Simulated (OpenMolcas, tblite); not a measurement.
C2H4S (thiirane): the dipole moment, rung by rung

C2H4S: 7 atoms, total charge 0, spin state singlet. SMILES: `C1CS1`. The coordinates come from a PBE0-D4/def2-TZVP relaxation.

Quantity: the dipole moment, in D. The values are calculated.

**The experiment to reproduce.** NIST CCCBDB gives the dipole moment of the gas as 1.85 D.

```tsv
level	kind	program	value (D)	computed − measured
GFN1-xTB	semi-empirical	tblite	1.50	-0.35
HF/aug-cc-pVDZ	Hartree–Fock	OpenMolcas	2.19	+0.34
SVWN5/aug-cc-pVDZ	LDA	OpenMolcas	1.87	+0.02
BLYP/aug-cc-pVDZ	GGA	OpenMolcas	1.85	0.00
revPBE/aug-cc-pVDZ	GGA	OpenMolcas	1.88	+0.03
M06-L/aug-cc-pVDZ	meta-GGA	OpenMolcas	1.97	+0.12
PBE0/aug-cc-pVDZ	global hybrid	OpenMolcas	1.95	+0.10
```

Nearest: BLYP/aug-cc-pVDZ (0.00 D); farthest: GFN1-xTB (-0.35 D). The measured dipole is a vibrational average, so differences of a few hundredths of a debye mean little. Computed less measured by kind, in D (of the ab initio rows, those in aug-cc-pVDZ): semi-empirical -0.35; Hartree–Fock +0.34; LDA +0.02; GGA +0.00 to +0.03; meta-GGA +0.12; global hybrid +0.10. Magnitudes only.

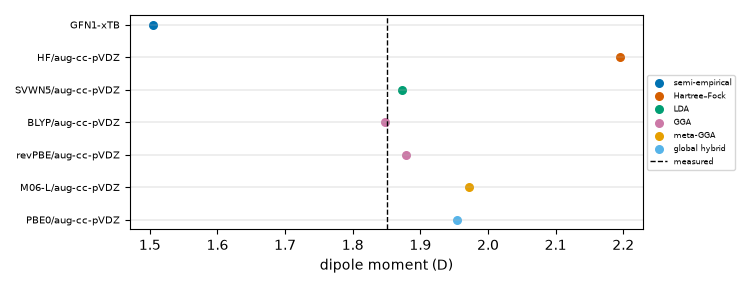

The values of the table, level by level.
